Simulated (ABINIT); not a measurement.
# Quasiparticle gap of GaN (F-43m) in ABINIT

How does a plane-wave GW calculation on GaN (F-43m) run from the first input to the gap?

Calculated with ABINIT 10.8.3; LDA and many-body steps on it, plane waves.

**The experiments to reproduce.**

- Gap 3.23 eV: absorption onset (direct gap at Gamma) of unexcited film, from imaginary part of dielectric function; spectroscopic ellipsometry (steady-state reference of time-resolved measurement); 300 K; film on 3C-SiC/Si(001) (“Femtosecond pump-probe absorption edge spectroscopy of cubic GaN”, 2022, arxiv:2206.02223).

## Step 1: Set-up

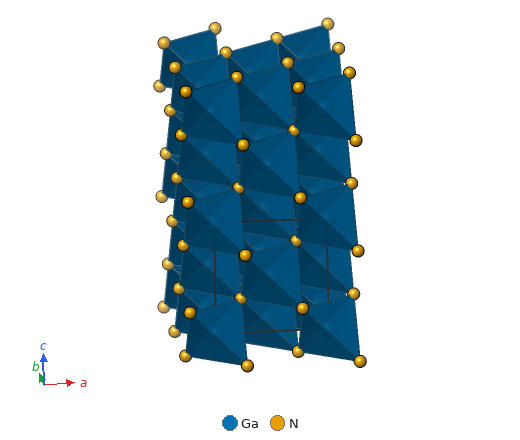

Start, viewed slightly off an axis; gallium blue, nitrogen orange. 1×2×2 cells are drawn. This picture shows the conventional cell, with its axes. Some periodic images of atoms are drawn too.

The cell and positions are those that the Materials Project relaxed with its own functionals (PBE, PBE+U or r2SCAN), kept fixed. This is not the form that GaN usually takes at ambient conditions.

## Step 2: Ground state

This step: ABINIT 10.8.3; DFT, LDA, plane waves, norm-conserving pseudopotentials.

The ground-state density comes first.

Contents of run.abi:

```
acell 3*1.0 Angstrom
rprim 
  0.000000000000 2.253500607500 2.253500607500
  2.253500607500 0.000000000000 2.253500607500
  2.253500607500 2.253500607500 0.000000000000
ntypat 2
znucl 31 7
natom 2
typat 1 2
xred 
  0.000000000000 0.000000000000 0.000000000000
  0.750000000000 0.750000000000 0.750000000000
pp_dirpath "pseudos"
pseudos "Ga.upf, N.upf"
ecut 36
ngkpt 8 8 8
nshiftk 1
shiftk 0 0 0
kptopt 1
chksymbreak 0
nband 14
occopt 1
tolvrs 1e-10
nstep 60
prtwf 0
optforces 0
optstress 0
indata_prefix "in"
outdata_prefix "out"
tmpdata_prefix "tmp"
```

Launch:

```
OMP_NUM_THREADS=1 mpirun -n 4 abinit run.abi > log
```

Numbers of over 12 decimals in the logs are rounded to 6 here.

Output:

```text
.Version 10.8.3 of ABINIT. v10.8.2 released Aug 2026.

 Symmetries : space group F-4 3 m (#216); Bravais cF (face-center cubic)
================================================================================
 Values of the parameters that define the memory need of the present run
     intxc =       0    ionmov =       0      iscf =       7    lmnmax =       6
     lnmax =       6     mgfft =      36  mpssoang =       3    mqgrid =    3001
     natom =       2  nloc_mem =       1    nspden =       1   nspinor =       1
    nsppol =       1      nsym =      24    n1xccc =    2501    ntypat =       2
    occopt =       1   xclevel =       1
-    mband =          14        mffmem =           1         mkmem =           8
       mpw =        1612          nfft =       46656          nkpt =          29
================================================================================
  Rough estimation (10% accuracy) of disk space for files :
================================================================================

--------------------------------------------------------------------------------
------------- Echo of variables that govern the present computation ------------
--------------------------------------------------------------------------------
 -outvars: echo values of preprocessed input variables --------
            acell      1.8897261259E+00  1.8897261259E+00  1.8897261259E+00 Bohr

      chksymbreak           0
             ecut      3.60000000E+01 Hartree
-          fftalg         312

              ixc       -1012
              kpt      0.00000000E+00  0.00000000E+00  0.00000000E+00
                       1.25000000E-01  0.00000000E+00  0.00000000E+00
                       2.50000000E-01  0.00000000E+00  0.00000000E+00
                       3.75000000E-01  0.00000000E+00  0.00000000E+00
                       5.00000000E-01  0.00000000E+00  0.00000000E+00
                       1.25000000E-01  1.25000000E-01  0.00000000E+00
                       2.50000000E-01  1.25000000E-01  0.00000000E+00
                       3.75000000E-01  1.25000000E-01  0.00000000E+00
                       5.00000000E-01  1.25000000E-01  0.00000000E+00
   [... 18 further rows ...]
                      -3.75000000E-01  5.00000000E-01  1.25000000E-01
                      -2.50000000E-01  5.00000000E-01  2.50000000E-01
         kptrlatt        8    0    0      0    8    0      0    0    8
          kptrlen      4.81794160E+01
P           mkmem           8
            natom           2
            nband          14
            ngfft          36      36      36
             nkpt          29
            nstep          60
             nsym          24
           ntypat           2
              occ      2.000000  2.000000  2.000000  2.000000  2.000000  2.000000
                       2.000000  2.000000  2.000000  0.000000  0.000000  0.000000
                       0.000000  0.000000
        optforces           0
        optstress           0
            prtwf           0
            rprim      0.0000000000E+00  2.2535006075E+00  2.2535006075E+00
[...]
spgroup         216

           tolvrs      1.00000000E-10

             xred      0.0000000000E+00  0.0000000000E+00  0.0000000000E+00
[...]
znucl       31.00000    7.00000

================================================================================

 chkinp: Checking input parameters for consistency.

================================================================================
== DATASET  1 ==================================================================
-   mpi_nproc: 4, omp_nthreads: 1 (-1 if OMP is not activated)

--- !DatasetInfo
iteration_state: {dtset: 1, }
dimensions: {natom: 2, nkpt: 29, mband: 14, nsppol: 1, nspinor: 1, nspden: 1, mpw: 1612, }
cutoff_energies: {ecut:  36.0, pawecutdg:  -1.0, }
electrons: {nelect:   1.80000000E+01, charge:   0.00000000E+00, occopt:   1.00000000E+00, tsmear:   1.00000000E-02, }

 Real(R)+Recip(G) space primitive vectors, cartesian coordinates (Bohr,Bohr^-1):
 R(1)=  0.0000000  4.2584990  4.2584990  G(1)= -0.1174123  0.1174123  0.1174123
 R(2)=  4.2584990  0.0000000  4.2584990  G(2)=  0.1174123 -0.1174123  0.1174123
 R(3)=  4.2584990  4.2584990  0.0000000  G(3)=  0.1174123  0.1174123 -0.1174123
 Unit cell volume ucvol=  1.5445417E+02 bohr^3
 Angles (23,13,12)=  6.00000000E+01  6.00000000E+01  6.00000000E+01 degrees

 getcut: wavevector=  0.0000  0.0000  0.0000  ngfft=  36  36  36
         ecut(hartree)=     36.000   => boxcut(ratio)=   2.21317

 getcut : COMMENT -
  Note that boxcut > 2.2 ; recall that boxcut=Gcut(box)/Gcut(sphere) = 2
  is sufficient for exact treatment of convolution.
  Such a large boxcut is a waste : you could raise ecut
  e.g. ecut=   44.083054 Hartrees makes boxcut=2

--- Pseudopotential description ------------------------------------------------
- Ga Generated using ONCVPSP code by D. R. Hamann
- 31.00000  13.00000  180309                  znucl, zion, pspdat
12 -1012 2 -1 1858                            pspcod,pspxc,lmax,lloc,mmax
     nproj     2     2     2
  pspatm : epsatm=   24.58383104
         --- l  ekb(1:nproj) -->
[...]
pspatm: atomic psp has been read  and splines computed

- N Generated using ONCVPSP code by D. R. Hamann
-  7.00000   5.00000  180309                  znucl, zion, pspdat
12 -1012 1 -1 1058                            pspcod,pspxc,lmax,lloc,mmax
     nproj     2     2     0
  pspatm : epsatm=    5.30777321
         --- l  ekb(1:nproj) -->
[...]
1   -4.361519   -1.032581
 pspatm: atomic psp has been read  and splines computed

   5.38048876E+02                                ecore*ucvol(ha*bohr**3)
--------------------------------------------------------------------------------

_setup2: Arith. and geom. avg. npw (full set) are    1592.775    1592.755

================================================================================

--- !BeginCycle
iteration_state: {dtset: 1, }
solver: {iscf: 7, nstep: 60, nline: 4, wfoptalg: 0, }
tolerances: {tolvrs: 1.00E-10, }

     iter   Etot(hartree)      deltaE(h)  residm     vres2
 ETOT  1  -86.269676341680    -8.627E+01 5.952E-01 6.719E+02
 ETOT  2  -86.622978041505    -3.533E-01 2.056E-02 6.857E+02
 ETOT  3  -86.773032725535    -1.501E-01 4.279E-03 1.579E+00
 ETOT  4  -86.773272448812    -2.397E-04 1.399E-03 2.150E-01
 ETOT  5  -86.773319194005    -4.675E-05 5.139E-04 1.504E-02
 ETOT  6  -86.773321858481    -2.664E-06 2.783E-04 1.304E-04
 ETOT  7  -86.773321874815    -1.633E-08 9.612E-05 6.766E-06
 ETOT  8  -86.773321876575    -1.761E-09 5.074E-05 1.568E-07
 ETOT  9  -86.773321876619    -4.363E-11 1.745E-05 5.350E-10
 ETOT 10  -86.773321876621    -1.592E-12 9.169E-06 8.407E-11

 At SCF step   10       vres2   =  8.41E-11 < tolvrs=  1.00E-10 =>converged.

--- !ResultsGS
iteration_state: {dtset: 1, }
comment   : Summary of ground state results
lattice_vectors:
- [  0.0000000,   4.2584990,   4.2584990, ]
- [  4.2584990,   0.0000000,   4.2584990, ]
- [  4.2584990,   4.2584990,   0.0000000, ]
lattice_lengths: [   6.02243,    6.02243,    6.02243, ]
lattice_angles: [ 60.000,  60.000,  60.000, ] # degrees, (23, 13, 12)
lattice_volume:   1.5445417E+02
convergence: {deltae: -1.592E-12, res2:  8.407E-11, residm:  9.169E-06, diffor:  0.000E+00, }
etotal    :  -8.67733219E+01
entropy   :   0.00000000E+00
fermie    :   1.82122820E-01
cartesian_stress_tensor: null
pressure_GPa: null
xred      :
- [  0.0000E+00,   0.0000E+00,   0.0000E+00, Ga]
- [  7.5000E-01,   7.5000E-01,   7.5000E-01,  N]
cartesian_forces: null
force_length_stats: {min: null, max: null, mean: null, }

 Integrated electronic density in atomic spheres:
 ------------------------------------------------
 Atom  Sphere_radius  Integrated_density
    1        2.00000         10.89766627
    2        2.00000          5.19294986
================================================================================

 ----iterations are completed or convergence reached----

 Mean square residual over all n,k,spin=   38.760E-09; max=  91.692E-07
 reduced coordinates (array xred) for    2 atoms
       0.000000000000      0.000000000000      0.000000000000
       0.750000000000      0.750000000000      0.750000000000
 rms dE/dt=  0.0000E+00; max dE/dt=  0.0000E+00; dE/dt below (all hartree)
    1       0.000000000000      0.000000000000      0.000000000000
    2       0.000000000000      0.000000000000      0.000000000000

 cartesian coordinates (angstrom) at end:
    1      0.000000     0.000000     0.000000
    2      3.380251     3.380251     3.380251
 length scales=  1.889726125908  1.889726125908  1.889726125908 bohr
              =  1.000000000000  1.000000000000  1.000000000000 angstroms
 prteigrs : about to open file out_EIG
 Fermi (or HOMO) energy (hartree) =   0.18212   Average Vxc (hartree)=  -0.44850
 Eigenvalues (hartree) for nkpt=  29  k points:
 kpt#   1, nband= 14, wtk=  0.00195, kpt=  0.0000  0.0000  0.0000 (reduced coord)
  -0.39795   -0.31915   -0.31915   -0.31915   -0.30775   -0.30775    0.18212    0.18212
   0.18212    0.24715    0.55535    0.55535    0.55535    0.81792
 prteigrs : prtvol=0 or 1, do not print more k-points.

--- !EnergyTerms
iteration_state     : {dtset: 1, }
comment             : Components of total free energy in Hartree
kinetic             :  6.99317519623311E+01
hartree             :  2.17732908035195E+01
xc                  : -2.36601916511532E+01
Ewald energy        : -5.83371585177303E+01
psp_core            :  3.48355035493719E+00
local_psp           : -6.06394422649962E+01
non_local_psp       : -3.93251225635285E+01
total_energy        : -8.67733218766205E+01
total_energy_eV     : -2.36122237743155E+03
band_energy         : -3.36024241435556E+00

== END DATASET(S) ==============================================================
================================================================================

 -outvars: echo values of variables after computation  --------
           etotal     -8.6773321877E+01
            nband          14
             nkpt          29
          spgroup         216
 [... the other variables as echoed above ...]

 Calculation completed.
```

Wall time 6.9 s (4 MPI ranks of Arm Neoverse V2, shared host); peak memory 0.27 GiB; 27 s of CPU time.

This step gave:

```yaml
total_energy: -2361.2224 eV
gap: 1.770 eV
k_of_the_valence_top: 0, 0, 0
k_of_the_conduction_bottom: 0, 0, 0
least_direct_gap: 1.770 eV
```

The gap is direct, at Γ.

(Continued in part 2 of 3.)

[Paths, hosts, dates, memory and timing lines, banners, echoed tables and standing remarks are left out of the program output.]

[Logs are printed without paths, hosts, clocks, repeated set-up lines and the standing remarks that a program may print on its own settings, such as how far it seeks lower states.]

[Runs of the session that timed out or met a known fault of the program may be left out.]

[Hosts, paths, dates, database ids (printed as entryN), source tags and the programs' standing remarks are cut or masked in the printed files.]

[G0W0 gaps are taken among the corrected bands and points alone; a level outside them can change the order at an edge.]

[Where Ansatz stands beside ABINIT at settings called matched, ABINIT's density can come from a denser mesh and the files from another edition; pairs whose starting gaps differed by over 0.03 eV were left out, so agreement reads better than it is.]
